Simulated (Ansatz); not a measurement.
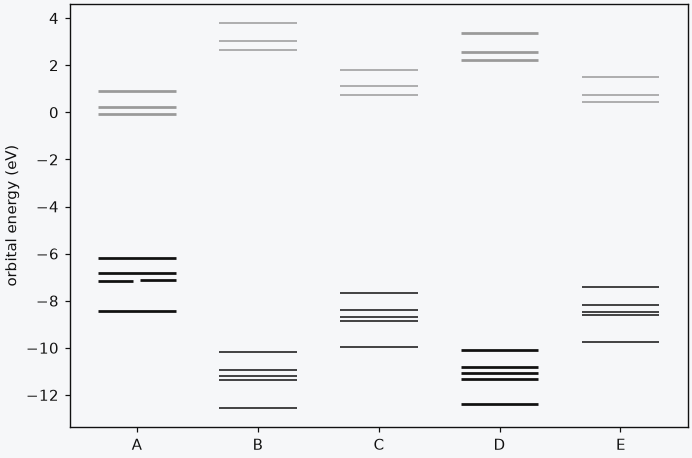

Frontier orbital energies of CH₇NO₂Si, SMILES N[SiH2]OCO at one geometry, def2-TZVPP, the Ansatz code, at a PBE0-D4/def2-TZVP geometry (no frequency check). Empty levels are grey, levels within 0.1 eV stand side by side; all columns show the same few orbitals around the gap.

**The columns come from B3LYP, PBE, PBE0, ωB97M-V and ωB97X-V. Which is which?**

A: PBE (HOMO −6.19, LUMO −0.09, separation 6.10 eV)
B: ωB97X-V (HOMO −10.18, LUMO 2.64, separation 12.82 eV)
C: PBE0 (HOMO −7.68, LUMO 0.75, separation 8.43 eV)
D: ωB97M-V (HOMO −10.09, LUMO 2.21, separation 12.30 eV)
E: B3LYP (HOMO −7.43, LUMO 0.44, separation 7.86 eV)

Caveats, for all or some of the runs: empty levels above zero depend strongly on the basis; one conformer of a flexible molecule.
